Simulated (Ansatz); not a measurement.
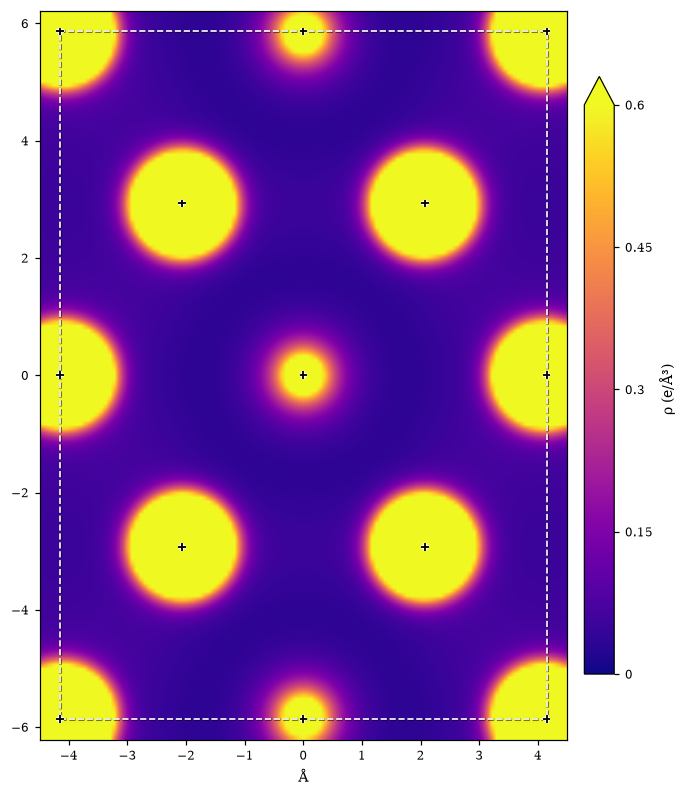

The valence charge density (pseudo) on a plane through atoms (crosses mark nuclei in the plane).

These are results of DFT PBE, scalar-relativistic, plane waves, PAW (Ansatz 0.2.0), not measurements.

Candidates:
A. BeI, a = 5.59 Å, b = 5.59 Å, c = 5.59 Å, α = 90.00°, β = 90.00°, γ = 90.00°. Space group Fm-3m; a structure generated by program, which may or may not match a known phase; computed without spin polarisation.
B. Zn4C3, a = 4.35 Å, b = 4.35 Å, c = 4.35 Å, α = 90.00°, β = 90.00°, γ = 90.00°. Space group Pm-3m; a structure generated by program, which may or may not match a known phase.
C. Ca3H, a = 8.29 Å, b = 8.29 Å, c = 8.29 Å, α = 90.00°, β = 90.00°, γ = 90.00°. Space group Fm-3m; a structure generated by program, which may or may not match a known phase; computed without spin polarisation.

Which system is this?

Candidate C: Ca3H on the (101) plane of the conventional cell, which holds Ca and H. Ca–H (3.59 Å): ρ at the midpoint is about 0.04 e/Å³. Ca–Ca (3.59 Å): ρ is about 0.07 e/Å³ halfway.
